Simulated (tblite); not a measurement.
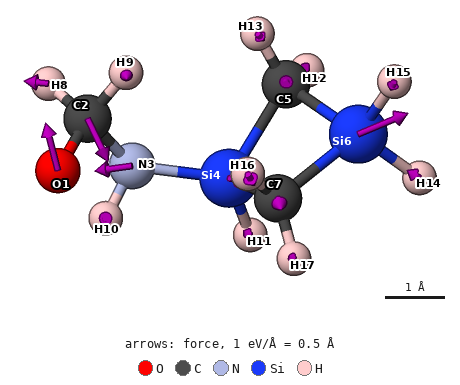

Starting geometry of C$_{3}$H$_{10}$NOSi$_{2}$ (multiplicity 2) with the computed forces as purple arrows. Style: ball-and-stick. Shown at a tilt.

These are results of GFN2-xTB geometry optimisation, gas phase in tblite, not measurements. 

**Is this structure relaxed? If not, where do the atoms go?**

It isn't relaxed: the largest force vector, on Si6, is 2.01 eV/Å. The final displacements have little in common with the starting forces (cosine between the two patterns 0.15). H15 moves most after the best rigid fit: 1.38 Å. Largest moves by element: H 1.38 Å, O 1.07 Å, Si 0.53 Å, C 0.42 Å, N 0.31 Å. Near-neighbour distances that change, for instance: N3–Si4 1.679 → 1.727 Å, O1–C2 1.323 → 1.283 Å, C2–H8 1.089 → 1.127 Å, Si6–C7 1.884 → 1.921 Å. Among the angles between lasting bonds that change: O1–C2–N3 103.1° → 117.6°, C2–N3–H10 99.5° → 111.5°, Si4–N3–H10 109.7° → 121.5°. The energy falls by 76.9 kJ/mol in 126 geometry steps. Cost: 0.71 s on 1 thread of AMD EPYC 9B45 (shared host).
